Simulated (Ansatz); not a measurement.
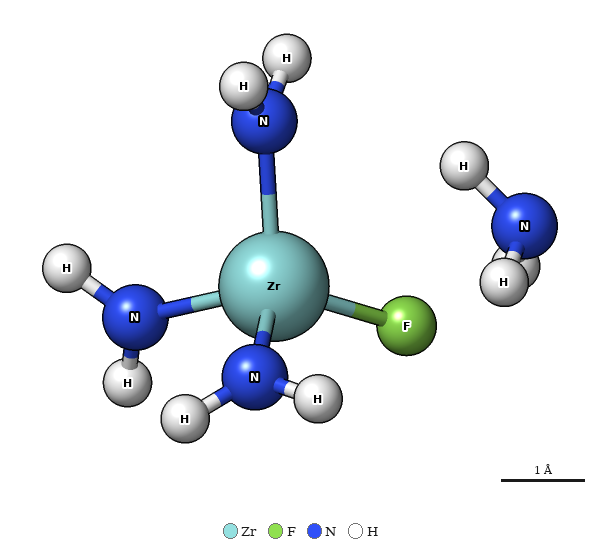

**Figure 1.** The starting structure (ball-and-stick view, seen at a tilt). Sticks mark near contacts. Bond lengths as drawn: F–Zr 1.97 Å, H–N 1.03 to 1.04 Å and N–Zr 2.05 to 2.06 Å.

# Geometry relaxation of ZrN4H9F (part 1 of 2)

ZrN4H9F, computed with RKS PBE/def2-SVP (Ansatz 0.2.0).

It belongs to a series of runs on one base structure; here: end point A relaxed.

### Input file
```yaml
crystal:
  periodic: [false, false, false]
  atoms:
    - { symbol: Zr, position_ang: [0.060207, -0.052691, -0.044515] }
    - { symbol: F, position_ang: [0.157189, -0.212892, 1.920202] }
    - { symbol: "N", position_ang: [1.951814, 0.004009, -0.820572] }
    - { symbol: H, position_ang: [2.748033, -0.524747, -0.443273] }
    - { symbol: H, position_ang: [2.296798, 0.619785, -1.564033] }
    - { symbol: "N", position_ang: [-0.833998, 1.680911, -0.693653] }
    - { symbol: H, position_ang: [-1.534622, 1.792312, -1.435663] }
    - { symbol: H, position_ang: [-0.700159, 2.59913, -0.249957] }
    - { symbol: "N", position_ang: [-0.847889, -1.644306, -0.959088] }
    - { symbol: H, position_ang: [-1.684839, -2.122686, -0.604167] }
    - { symbol: H, position_ang: [-0.478825, -2.190878, -1.744779] }
    - { symbol: "N", position_ang: [-2.871059, 0.094907, 1.684109] }
    - { symbol: H, position_ang: [-3.115882, -0.779497, 1.204053] }
    - { symbol: H, position_ang: [-2.705358, 0.798637, 0.950248] }
    - { symbol: H, position_ang: [-1.947311, -0.061994, 2.143387] }
basis:
  gaussian: { orbitals: def2-SVP }
hamiltonian:
  xc: pbe
relax:
  f_tol: 0.03
  max_steps: 50
output:
  orbitals: {}
```

Hardware: 4 threads of Arm Neoverse V2, 24 GiB of memory available, shared host.

Run as:
```bash
ansatz run input.yaml --threads 4 --pin off --max-ram 5120MiB --backend cpu --events-out ev --progress --plain --runs-dir out
```

### The program's output
```
The last accepted step is kept in [file] (removed where the run ends without a failure and the disk answers)
Engine: ansatz 0.2.0, aarch64-unknown-linux-gnu
Functional definition: PBE
  parameter kappa = 0.804
  parameter beta = 0.06672455060314922
  exchange = pbe_x(kappa = kappa, mu = beta*pi^2/3)
  correlation = pbe_c(beta = beta)
1636 factors; their error is unknown
mean field evaluation 1: about -10061.3200 eV, gradient 1.3e2 eV
mean field evaluation 2: about -9845.2085 eV, gradient 3.0e2 eV
mean field evaluation 4: about -10092.2826 eV, gradient 2.1e1 eV
mean field evaluation 8: about -10093.3582 eV, gradient 3.5e-1 eV
mean field evaluation 16: about -10093.2867 eV, gradient 2.1e-3 eV
mean field -10093.28668878 eV, -370.9214443374 hartree, gradient 7.3e-5 eV, S^2 0.000000; 0 other end points of the search recorded, 0 dependent functions left out
the calculation of the forces begins
reference -10093.28678645 eV, -370.9214479264 hartree; 29, 29 occupied and 117, 117 virtual orbitals, 1636 factors
relax step   1: F+E_penalty+E_count = -10093.28668878 eV  Δ(F+E_penalty+E_count) = +0.000e0 eV  max|allowed force component| = 5.201e-1 eV/Å  Δτ_max = 0.0000 Å  (30 SCF iters, accepted)
these checks for a lower state are left out or cut short: starts, cluster_reference, orbital_swaps, neighbouring_geometries, increment
1636 factors; their error is unknown
mean field -10093.28937727 eV, -370.9215431375 hartree, gradient 1.0e-5 eV, S^2 0.000000; 0 other end points of the search recorded, 0 dependent functions left out
the calculation of the forces begins
reference -10093.28947499 eV, -370.9215467285 hartree; 29, 29 occupied and 117, 117 virtual orbitals, 1636 factors
relax step   2: F+E_penalty+E_count = -10093.28937727 eV  Δ(F+E_penalty+E_count) = -2.688e-3 eV  max|allowed force component| = 6.945e-1 eV/Å  Δτ_max = 0.1940 Å  (32 SCF iters, accepted)
these checks for a lower state are left out or cut short: starts, cluster_reference, orbital_swaps, neighbouring_geometries, increment
1636 factors; their error is unknown
mean field evaluation 32: about -10093.2968 eV, gradient 1.5e-3 eV
mean field -10093.29680215 eV, -370.9218159969 hartree, gradient 2.1e-5 eV, S^2 0.000000; 0 other end points of the search recorded, 0 dependent functions left out
the calculation of the forces begins
reference -10093.29689994 eV, -370.9218195903 hartree; 29, 29 occupied and 117, 117 virtual orbitals, 1636 factors
relax step   3: F+E_penalty+E_count = -10093.29680215 eV  Δ(F+E_penalty+E_count) = -7.425e-3 eV  max|allowed force component| = 6.122e-1 eV/Å  Δτ_max = 0.1041 Å  (30 SCF iters, accepted)
these checks for a lower state are left out or cut short: starts, cluster_reference, orbital_swaps, neighbouring_geometries, increment
1636 factors; their error is unknown
mean field -10093.30211885 eV, -370.9220113819 hartree, gradient 1.5e-5 eV, S^2 0.000000; 0 other end points of the search recorded, 0 dependent functions left out
the calculation of the forces begins
reference -10093.30221667 eV, -370.9220149768 hartree; 29, 29 occupied and 117, 117 virtual orbitals, 1636 factors
relax step   4: F+E_penalty+E_count = -10093.30211885 eV  Δ(F+E_penalty+E_count) = -5.317e-3 eV  max|allowed force component| = 4.806e-1 eV/Å  Δτ_max = 0.0293 Å  (32 SCF iters, accepted)
these checks for a lower state are left out or cut short: starts, cluster_reference, orbital_swaps, neighbouring_geometries, increment
1636 factors; their error is unknown
mean field -10093.30066515 eV, -370.9219579593 hartree, gradient 2.7e-5 eV, S^2 0.000000; 0 other end points of the search recorded, 0 dependent functions left out
the calculation of the forces begins
reference -10093.30076293 eV, -370.9219615526 hartree; 29, 29 occupied and 117, 117 virtual orbitals, 1636 factors
relax step   5: F+E_penalty+E_count = -10093.30066515 eV  Δ(F+E_penalty+E_count) = +1.454e-3 eV  max|allowed force component| = 2.584e-1 eV/Å  Δτ_max = 0.1223 Å  (29 SCF iters, rejected (line search))
these checks for a lower state are left out or cut short: starts, cluster_reference, orbital_swaps, neighbouring_geometries, increment
1636 factors; their error is unknown
mean field -10093.30832892 eV, -370.9222395978 hartree, gradient 1.6e-5 eV, S^2 0.000000; 0 other end points of the search recorded, 0 dependent functions left out
the calculation of the forces begins
reference -10093.30842673 eV, -370.9222431923 hartree; 29, 29 occupied and 117, 117 virtual orbitals, 1636 factors
relax step   6: F+E_penalty+E_count = -10093.30832892 eV  Δ(F+E_penalty+E_count) = -6.210e-3 eV  max|allowed force component| = 1.814e-1 eV/Å  Δτ_max = 0.0602 Å  (31 SCF iters, accepted)
these checks for a lower state are left out or cut short: starts, cluster_reference, orbital_swaps, neighbouring_geometries, increment
1636 factors; their error is unknown
mean field -10093.30965331 eV, -370.9222882683 hartree, gradient 1.7e-5 eV, S^2 0.000000; 0 other end points of the search recorded, 0 dependent functions left out
the calculation of the forces begins
reference -10093.30975115 eV, -370.9222918638 hartree; 29, 29 occupied and 117, 117 virtual orbitals, 1636 factors
relax step   7: F+E_penalty+E_count = -10093.30965331 eV  Δ(F+E_penalty+E_count) = -1.324e-3 eV  max|allowed force component| = 8.210e-2 eV/Å  Δτ_max = 0.0294 Å  (32 SCF iters, accepted)
these checks for a lower state are left out or cut short: starts, cluster_reference, orbital_swaps, neighbouring_geometries, increment
1636 factors; their error is unknown
mean field evaluation 64: about -10093.3801 eV, gradient 1.2e-2 eV
mean field -10093.31084119 eV, -370.9223319219 hartree, gradient 1.5e-5 eV, S^2 0.000000; 0 other end points of the search recorded, 0 dependent functions left out
the calculation of the forces begins
reference -10093.31093914 eV, -370.9223355216 hartree; 29, 29 occupied and 117, 117 virtual orbitals, 1636 factors
relax step   8: F+E_penalty+E_count = -10093.31084119 eV  Δ(F+E_penalty+E_count) = -1.188e-3 eV  max|allowed force component| = 3.931e-2 eV/Å  Δτ_max = 0.0536 Å  (31 SCF iters, accepted)
these checks for a lower state are left out or cut short: starts, cluster_reference, orbital_swaps, neighbouring_geometries, increment
1636 factors; their error is unknown
mean field -10093.31113213 eV, -370.9223426138 hartree, gradient 1.6e-5 eV, S^2 0.000000; 0 other end points of the search recorded, 0 dependent functions left out
the calculation of the forces begins
reference -10093.31123020 eV, -370.9223462177 hartree; 29, 29 occupied and 117, 117 virtual orbitals, 1636 factors
relax step   9: F+E_penalty+E_count = -10093.31113213 eV  Δ(F+E_penalty+E_count) = -2.909e-4 eV  max|allowed force component| = 2.288e-2 eV/Å  Δτ_max = 0.0246 Å  (31 SCF iters, accepted)
1636 factors; their error is unknown
mean field evaluation 96: about -10093.3111 eV, gradient 6.3e-4 eV
```

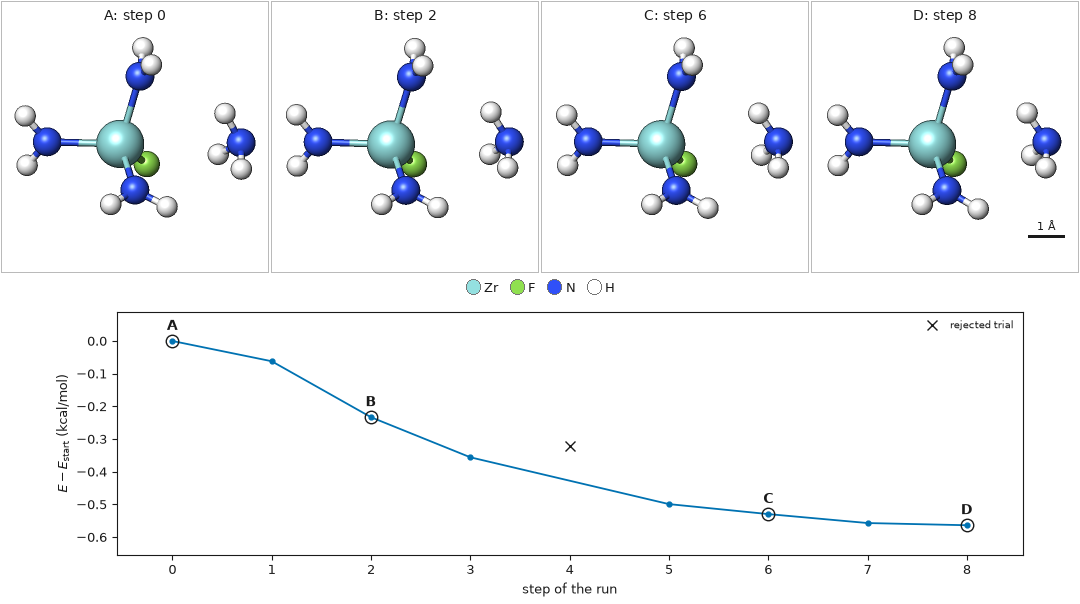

**Figure 2.** Frames of the relaxation (ball-and-stick view, seen at a tilt) above the curves, on which the letters mark them (the first geometry is step 0 here and step 1 in the log).

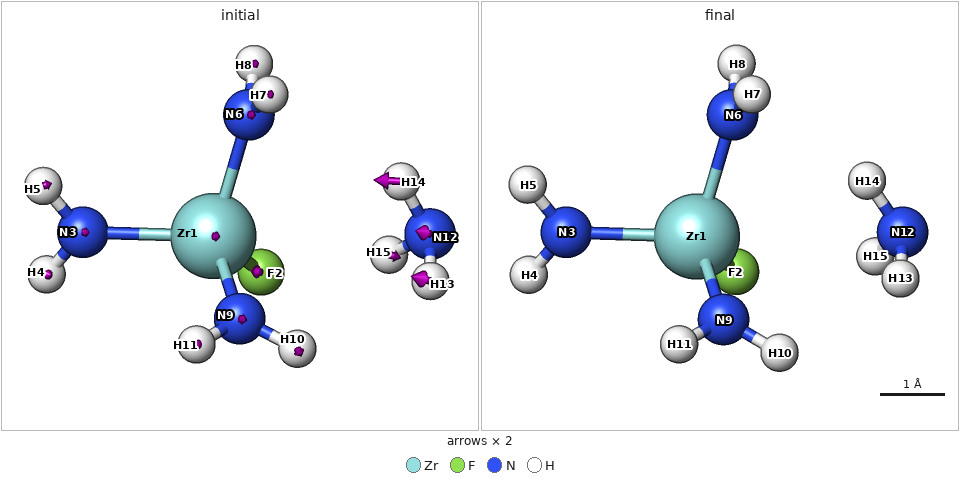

**Figure 3.** Before (left) and after (right) the relaxation, at one scale (ball-and-stick view, seen at a tilt). The pink arrows give the displacements, magnified 2 times. The energy falls by 0.56 kcal/mol in 8 geometry steps. Largest force component: 0.52 eV/Å at the start, 0.023 eV/Å at the end. The line search rejected the trial step at point 4 (counted from 0) and went back. H14 moves most after the best rigid fit: 0.22 Å. Largest moves by element: H 0.22 Å, N 0.16 Å, F 0.11 Å, Zr 0.06 Å. Among the contacts that change: Zr1–F2 1.974 → 1.955 Å, N12–H15 1.043 → 1.027 Å, Zr1–N9 2.048 → 2.054 Å, Zr1–N6 2.056 → 2.062 Å. Among the angles that change: F2–Zr1–N3 109.5° → 107.0°, H14–N12–H15 105.9° → 108.3°, F2–Zr1–N9 113.8° → 116.0°. (Atoms are counted from 1 in the order of the input.)

```
mean field -10093.31113213 eV, -370.9223426138 hartree, gradient 1.8e-5 eV, S^2 0.000000; 1 other end points of the search recorded, 0 dependent functions left out
the calculation of the forces begins
reference -10093.31123020 eV, -370.9223462177 hartree; 29, 29 occupied and 117, 117 virtual orbitals, 1636 factors
Total energy: -10093.31123020 eV, -370.9223462177 hartree
Atom 0 at     0.024190    -0.052184     0.007900 Å, force     0.010199    -0.000751    -0.006345 eV/Å
Atom 1 at     0.259721    -0.191890     1.943366 Å, force    -0.001565     0.000573     0.002316 eV/Å
Atom 2 at     1.892264    -0.000815    -0.818647 Å, force     0.000977    -0.010411     0.011465 eV/Å
Atom 3 at     2.695954    -0.542151    -0.474500 Å, force    -0.002865     0.002194    -0.001934 eV/Å
Atom 4 at     2.229130     0.640564    -1.544601 Å, force    -0.000759     0.006417    -0.006698 eV/Å
Atom 5 at    -0.872479     1.686821    -0.641849 Å, force    -0.000102    -0.000982     0.004216 eV/Å
Atom 6 at    -1.558372     1.800288    -1.396989 Å, force    -0.000137     0.003020    -0.004633 eV/Å
Atom 7 at    -0.726673     2.610127    -0.212537 Å, force     0.000051     0.002264    -0.001657 eV/Å
Atom 8 at    -0.888409    -1.650239    -0.904439 Å, force    -0.015949    -0.011911     0.004263 eV/Å
Atom 9 at    -1.696693    -2.175368    -0.548521 Å, force     0.008397     0.002412    -0.005133 eV/Å
Atom 10 at    -0.500068    -2.179631    -1.693893 Å, force     0.002068     0.007289     0.003935 eV/Å
Atom 11 at    -2.807759     0.097609     1.541675 Å, force    -0.019450    -0.007179    -0.019261 eV/Å
Atom 12 at    -3.023023    -0.766656     1.032767 Å, force     0.001975     0.005850     0.003140 eV/Å
Atom 13 at    -2.500994     0.810721     0.863414 Å, force    -0.005716     0.008427    -0.003061 eV/Å
Atom 14 at    -2.032689    -0.087195     2.189154 Å, force     0.022877    -0.007210     0.019389 eV/Å
Dipole moment:     0.155992    -0.042113    -0.545909 e Å
```

### Trajectory as extended XYZ (Å, eV, eV/Å), 9 frames, from step=1 to step=9
```
15
Properties=species:S:1:pos:R:3:forces:R:3 step=1 energy=-10093.28669
Zr    0.0602   -0.0527   -0.0445    0.0507  -0.0050   0.3334
F     0.1572   -0.2129    1.9202    0.0686   0.0371  -0.3300
N     1.9518    0.0040   -0.8206   -0.1030  -0.0287   0.0496
H     2.7480   -0.5247   -0.4433    0.0288  -0.0127  -0.0132
H     2.2968    0.6198   -1.5640    0.0239   0.0313   0.0056
N    -0.8340    1.6809   -0.6937   -0.0443  -0.0378  -0.0211
H    -1.5346    1.7923   -1.4357    0.0108   0.0060   0.0034
H    -0.7002    2.5991   -0.2500    0.0049   0.0032   0.0015
N    -0.8479   -1.6443   -0.9591   -0.0147   0.0515  -0.0022
H    -1.6848   -2.1227   -0.6042   -0.0124  -0.0227  -0.0137
H    -0.4788   -2.1909   -1.7448   -0.0005  -0.0224  -0.0047
N    -2.8711    0.0949    1.6841    0.5201  -0.0615   0.1790
H    -3.1159   -0.7795    1.2041   -0.0269  -0.0407  -0.0114
H    -2.7054    0.7986    0.9502    0.0030   0.0276  -0.0141
H    -1.9473   -0.0620    2.1434   -0.5089   0.0747  -0.1622
```
